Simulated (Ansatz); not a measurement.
# F3H3NOTa···HBr: what the fields show

Input

```
crystal:
  periodic: [false, false, false]
  atoms:
    - { symbol: Ta, position_ang: [-0.091076, 0.065083, 0.171725] }
    - { symbol: O, position_ang: [1.884365, 0.03811, 0.380688] }
    - { symbol: H, position_ang: [2.36607, 0.619439, 0.999413] }
    - { symbol: F, position_ang: [-0.296666, 0.519806, 2.016139] }
    - { symbol: F, position_ang: [0.040735, -0.163529, -1.711698] }
    - { symbol: "N", position_ang: [-0.863512, 1.836277, -0.190983] }
    - { symbol: H, position_ang: [-1.172911, 2.481463, 0.543312] }
    - { symbol: H, position_ang: [-1.060671, 2.192102, -1.132306] }
    - { symbol: F, position_ang: [-1.33102, -1.355797, 0.320699] }
    - { symbol: Br, position_ang: [1.580507, -3.324795, 0.915493] }
    - { symbol: H, position_ang: [2.402078, -2.084058, 0.682219] }
basis:
  gaussian: { orbitals: def2-SVP }
hamiltonian:
  xc: pbe
relax:
  f_tol: 0.03
  max_steps: 50
output:
  orbitals: {}
```

Run with:

```sh
ansatz run input.yaml --threads 4 --pin off --max-ram 5120MiB --backend cpu --events-out ev --progress --plain --runs-dir out
```

The fields are those of the run's last geometry, not of the input's.

Core potentials replace the inner electrons of Ta.

Level of theory: RKS PBE/def2-SVP (Ansatz 0.2.0).

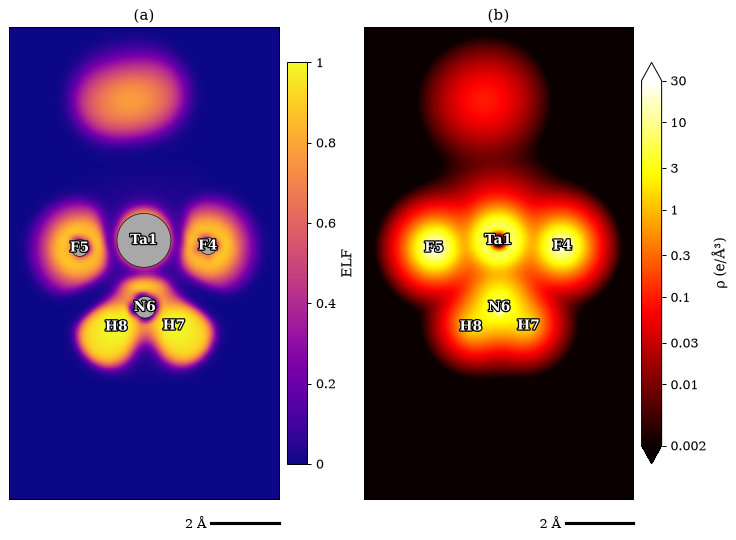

Figure 1. (a) electron localisation function; (b) electron density on the plane of atoms F5, Ta1 and N6. Grey discs cover the atomic cores in the ELF map.

Q: Interpret the plot.

A: Atoms in the plane: Ta, F, N and H.
Ta–F (1.91 Å): ρ at the midpoint is about 0.95 e/Å³; the ELF peaks at about 0.85 in the valence shell of F, 0.5 Å from its nucleus, and drops to about 0.20 between the two atoms.
Ta–N (1.97 Å): ρ is about 1 e/Å³ halfway; the ELF peaks at about 0.90 in the valence shell of N, 0.6 Å from its nucleus, and is about 0.35 at the midpoint.
N–H (1.02 Å): ρ is about 2.7 e/Å³ halfway; the ELF climbs to about 1 towards the hydrogen, as it does in any bond to H; an ordinary covalent bond to hydrogen.

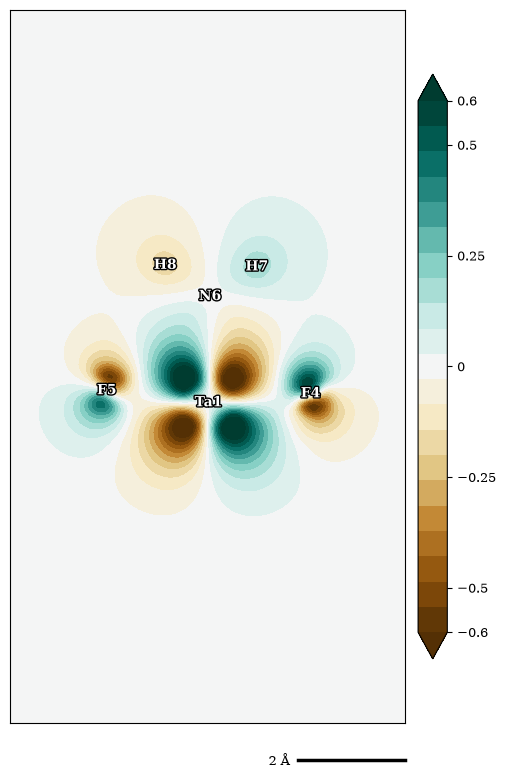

Figure 2. The LUMO on the plane of atoms F4, Ta1 and N6 (values in Å⁻³ᐟ²; the overall sign is arbitrary).

Q: Where does this orbital lie, and at what energy?

A: By Hirshfeld shares it lies mainly on Ta1 (about 70 %), F4 (about 10 %) and F5 (about 10 %). Its energy is −3.03 eV.

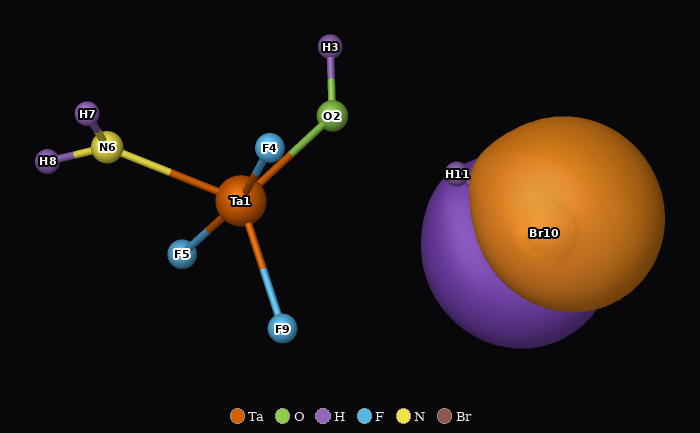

Figure 3. The HOMO at ±0.1 Å⁻³ᐟ² (orange and purple are the two phases), seen at a tilt.

Q: Where does this orbital lie, and at what energy?

A: By Hirshfeld shares it lies mainly on Br10 (about 95 %); largely a lone pair of Br10. Its energy is −6.68 eV.
